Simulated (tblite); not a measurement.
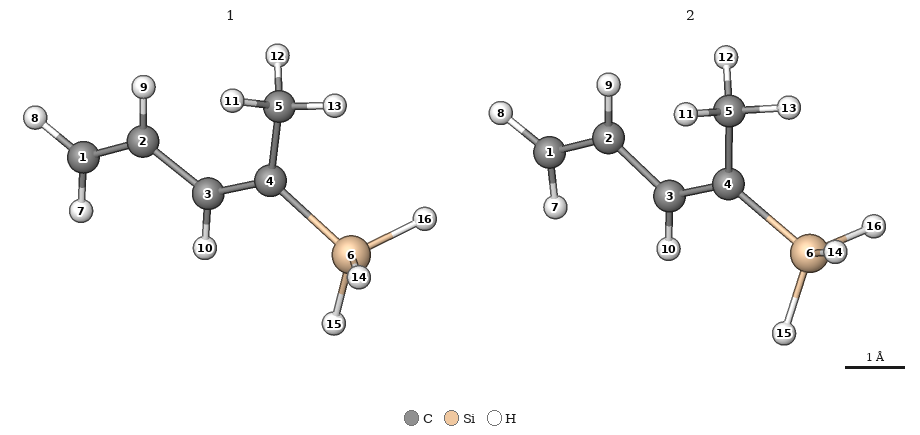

Two geometries of C₅H₁₀Si, drawn at one scale. One is the start of a relaxation, the other its converged end. Style: ball-and-stick. Shown at a tilt.

Level of theory: tblite 0.8.0, GFN2-xTB geometry optimisation, gas phase. 

Question: Which one is relaxed?

Answer: Structure 1 is the relaxed one. Over 94 geometry steps the energy falls by 8.91 kcal/mol. The largest move after the best rigid fit is that of H14, 0.52 Å. Largest moves by element: H 0.52 Å, C 0.19 Å, Si 0.05 Å. Among the contacts that change: C4–Si6 1.836 → 1.884 Å, C5–H13 1.130 → 1.088 Å, C5–H12 1.111 → 1.090 Å, C3–C4 1.322 → 1.343 Å. Among the angles between lasting bonds that change: C2–C3–C4 118.2° → 126.2°, C2–C1–H7 114.2° → 121.5°, C2–C3–H10 122.3° → 115.0°. Groups turn about C4–Si6 by about 25°.
